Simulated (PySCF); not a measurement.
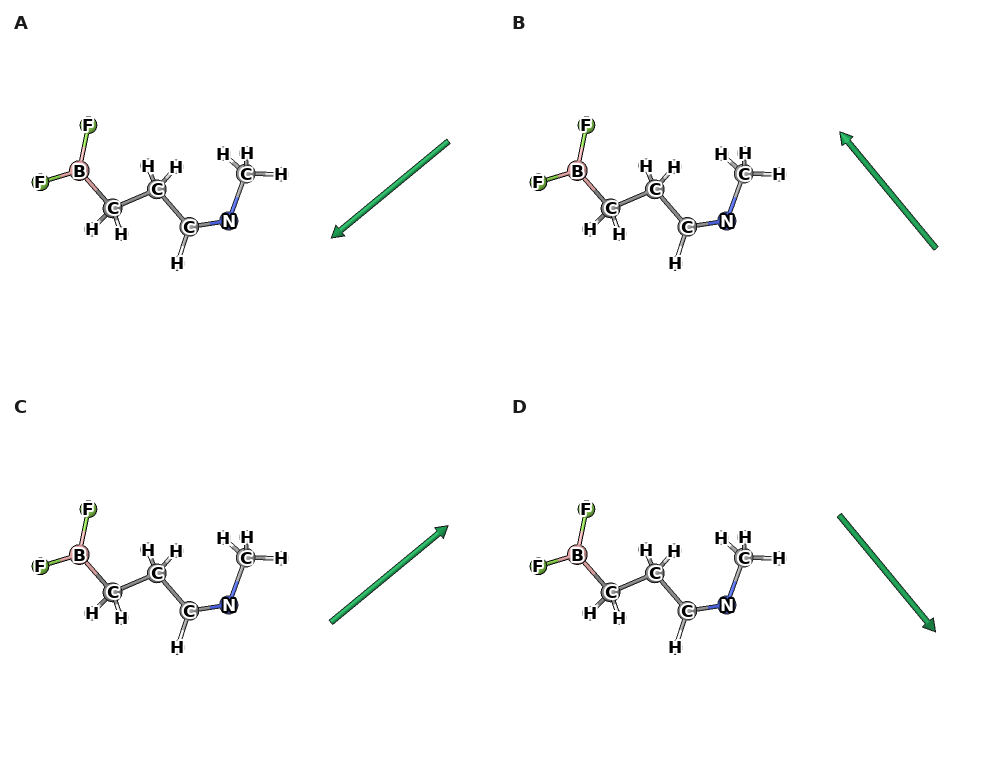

The same molecule four times, each with an arrow. The computed structure is the end point of a PBE0-D3(BJ)/def2-SVP optimisation. No frequency run is at hand to confirm it as a minimum. Properties computed with KT2/pcSseg-1, gas phase (PySCF 2.14.0).

> Which arrow points along the dipole moment, from the negative to the positive end?

B. The dipole moment is 0.57 D.
